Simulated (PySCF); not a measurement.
**C₃F₈, SMILES `FC(F)(F)C(F)(F)C(F)(F)F`: what the electrons do**

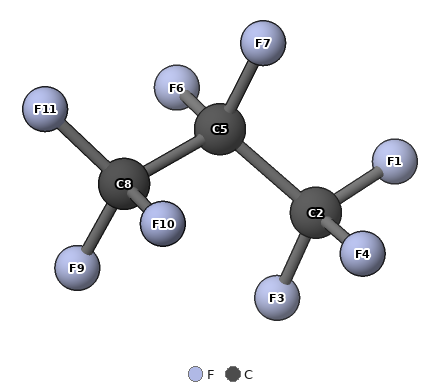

The molecule, with its atoms numbered as below. No frequency check shows the geometry to be a minimum.

Cartesian coordinates (Å):

```
F1      -2.3700    0.5493   -0.0002
C2      -1.3009   -0.2334    0.0020
F3      -1.3544   -1.0102    1.0758
F4      -1.3542   -1.0102   -1.0760
C5       0.0000    0.6251   -0.0000
F6       0.0011    1.4183    1.0844
F7      -0.0011    1.4183   -1.0844
C8       1.3009   -0.2334   -0.0020
F9       1.3543   -1.0102    1.0760
F10      1.3544   -1.0102   -1.0757
F11      2.3700    0.5493    0.0002
```

## 1. Bonding charge

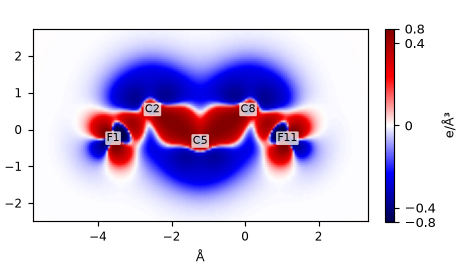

Deformation density (molecule less spherical, spin-averaged free atoms) in the plane of F1, C2, C5, C8 and F11; colour scale in e/Å³, logarithmic beyond ±0.1; red: gain, blue: loss.

Method: HF/def2-SVPD; geometry: GFN2-xTB; program: PySCF.

> How much density has each bond in this plane gained at its critical point, relative to the free atoms?

C5–C8 and C2–C5: +0.76 e/Å³ at the bond critical point (bond length 1.56 Å). F1–C2 and C8–F11: +0.20 e/Å³ at the bond critical point (bond length 1.32 Å). In all, 3.1 electrons gather in the regions of gain relative to the promolecule.

## 2. Bond critical points

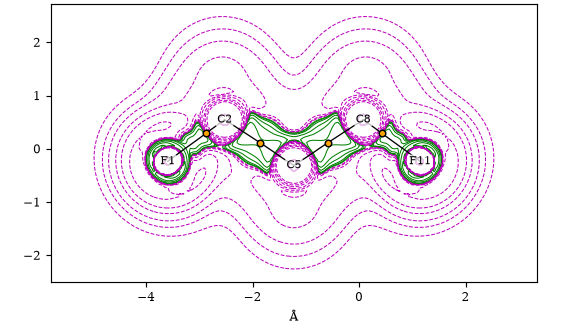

Negative Laplacian of the density (−∇²ρ) in the plane of F1, C2, C5, C8 and F11 (solid green lines positive, dashed magenta lines negative, contours at ±0.02 to ±8 a.u.), with bond paths and bond critical points (dots).

> At which bond critical points in this plane is charge locally concentrated, and at which depleted?

Concentrated (∇²ρ < 0): C5–C8 and C2–C5 (−0.84 a.u.). Depleted (∇²ρ > 0): F1–C2 and C8–F11 (+0.03 a.u., H = −0.428). A positive Laplacian with clearly negative H marks a strongly polar covalent bond, whose critical point lies close to the core of the less electronegative atom.

> Where along F1–C2 does the critical point lie?

0.89 Å from F1 and 0.43 Å from C2.

## 3. Local ionisation energy

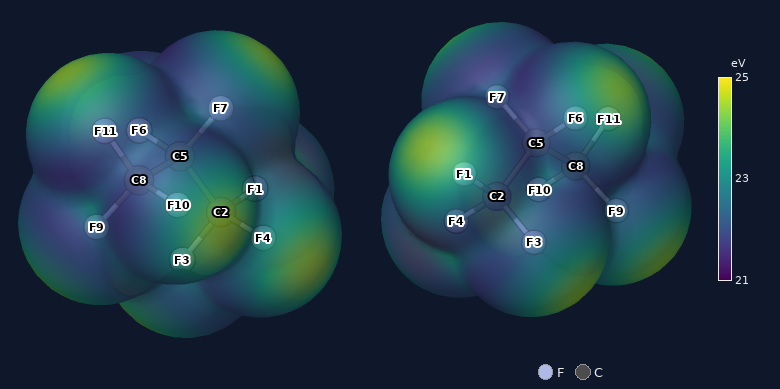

Average local ionisation energy on the surface of electron density 0.001 a.u. (back view left, front view right).

> Locate the minima of the map.

The lowest value is 21.7 eV, 1.6 Å from F6, and at like points elsewhere. For comparison, the highest occupied orbital lies at −15.9 eV.

> What volume does the surface enclose, and what is the dipole moment?

About 121 Å³; the dipole moment is 0.0 D.

## 4. Excited states

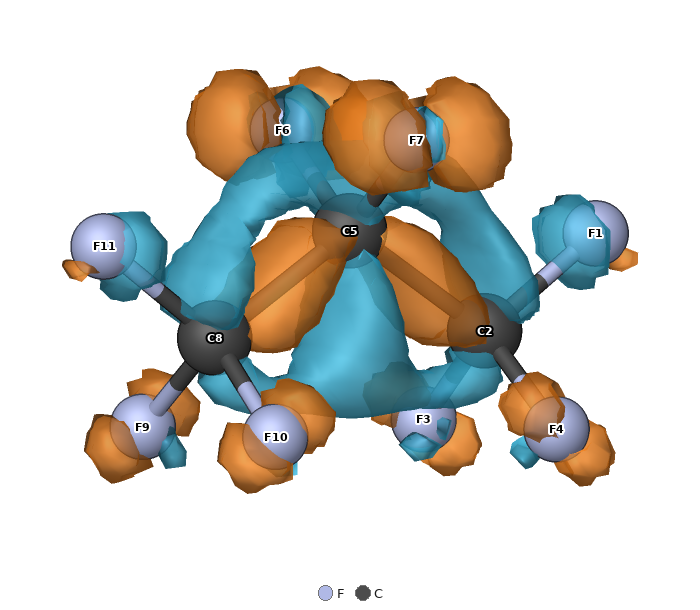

Unrelaxed difference density of S₂ less the ground state (TDA singlet states), ±0.05 e/Å³; light blue: gain, orange: loss.

Level of theory: CAM-B3LYP/6-31G* (PySCF), at a geometry from GFN2-xTB. Without diffuse functions Rydberg states are missing, so the states' numbers hold for this basis only.

> How does the charge move on excitation?

0.61 e is displaced in all, of which about 0.2 e passes between atoms: F6 and F7 (0.08 e each) lose electrons and C5 (0.08 e) and C2 and C8 (0.05 e each) gain them. The state: 10.78 eV (115 nm), f = 0.061; the leading pair carries 96 %; hole on F6 and F7 (18 % each), C5 (16 %) and C2 and C8 (10 % each), electron on C5 (24 %), C2 and C8 (15 % each) and F6 and F7 (9 % each); their centroids lie 0.1 Å apart.

## 5. In an electric field

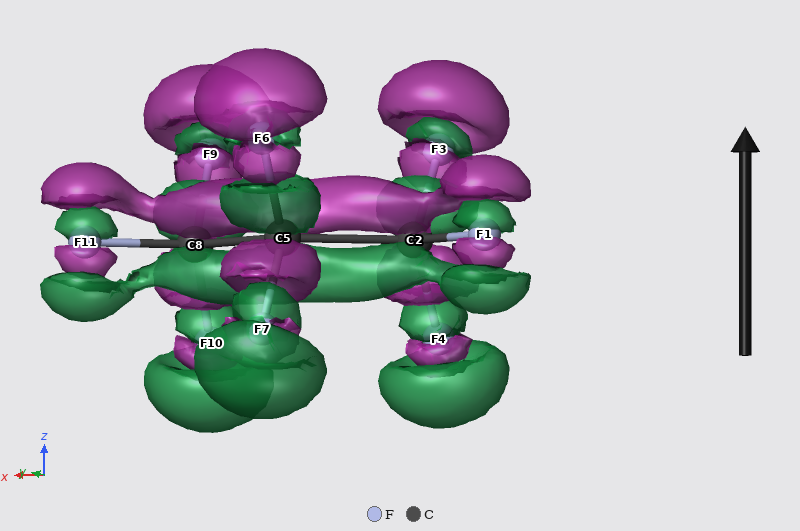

Change of the electron density in a uniform field of 0.26 V/Å along +z (arrow), surfaces at ±0.002 e/Å³ (green: gain, purple: loss).

PySCF calculation, B3LYP/6-31+G*, gas phase; geometry: GFN2-xTB. The basis has diffuse s and p functions alone, which still leaves polarisabilities too small, most of all across bonds.

The field was applied in both directions; the picture shows the one opposite to the script's first.

> What dipole is induced, and what polarisability does it imply?

The induced dipole is 0.54 D (along the field); α along this axis, from the fields in both directions, is 42 bohr³ (6.3 Å³).

## 6. Removing or adding an electron

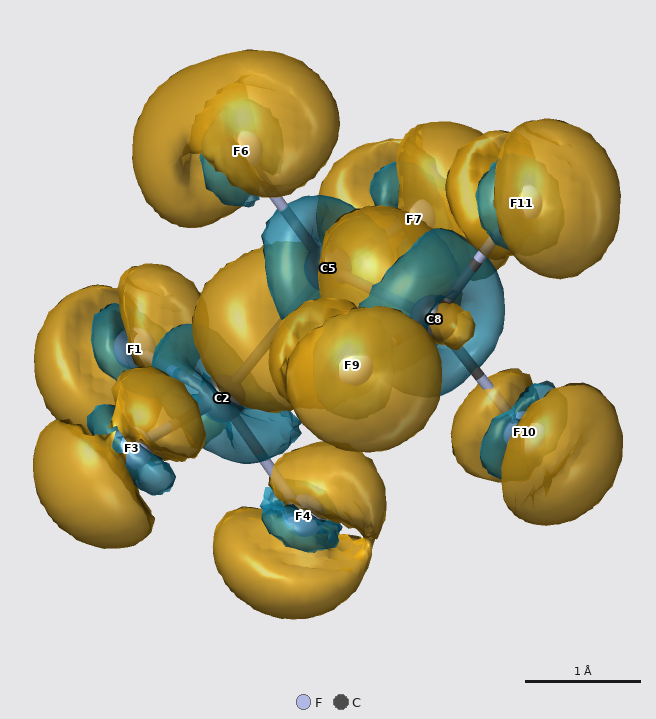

Fukui function f⁻ = ρ(N) − ρ(N−1) at fixed geometry, surfaces at ±0.02 e/Å³ (yellow positive, teal negative).

Computed with PySCF, B3LYP/def2-SVP, geometry: GFN2-xTB.

> On which atoms does the density change most on removal of an electron?

f⁻ (Hirshfeld-condensed) is largest on F6 and F7 (0.13 each), F1 and F11 (0.09 each) and F3, F4, F9 and F10 (0.09 each); the vertical ionisation energy is 13.01 eV (the stability of the cation's solution wasn't checked). Condensed values hint at sites of electrophilic attack but needn't mark the atom that reacts. Shares this close don't rank the sites. Orbital relaxation makes it negative in places (0.19 e in all).

| atom | f⁻ | charge |
| --- | --- | --- |
| F1 | +0.09 | −0.07 |
| C2 | +0.06 | +0.24 |
| F3 | +0.09 | −0.08 |
| F4 | +0.09 | −0.08 |
| C5 | +0.08 | +0.14 |
| F6 | +0.13 | −0.08 |
| F7 | +0.13 | −0.08 |
| C8 | +0.06 | +0.24 |
| F9 | +0.09 | −0.08 |
| F10 | +0.09 | −0.08 |
| F11 | +0.09 | −0.07 |

## 7. Localised orbitals

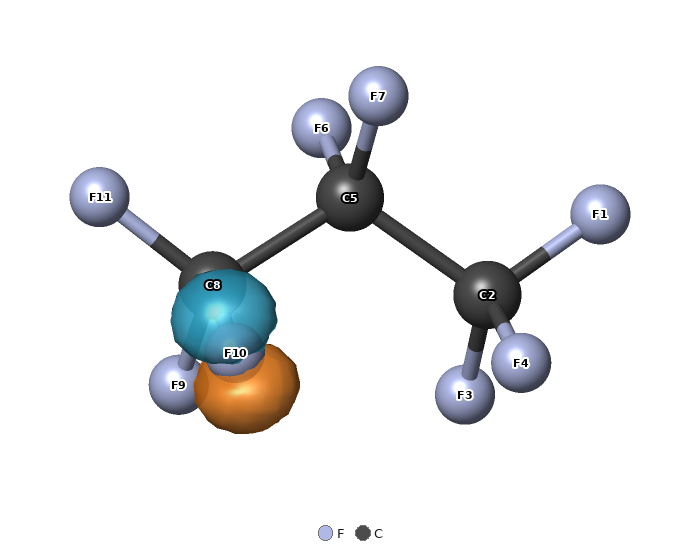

Intrinsic bond orbitals (IBO), occupied; each surface holds about 70 % of the orbital's density. Energies are diagonal elements of the Fock matrix.

Computed with PySCF, PBE0/6-31G*, geometry: GFN2-xTB.

> What does this orbital represent?

Lone pair on F10 (p-type) (F10 96 %; −13.6 eV).

The PySCF runs shown took 7.9 s, 9.5 min, 84 s, 100 s and 25 s on 1 thread of Intel(R) Xeon(R) Platinum 8259CL CPU @ 2.50GHz (Skylake/Cascade Lake), on a shared host.
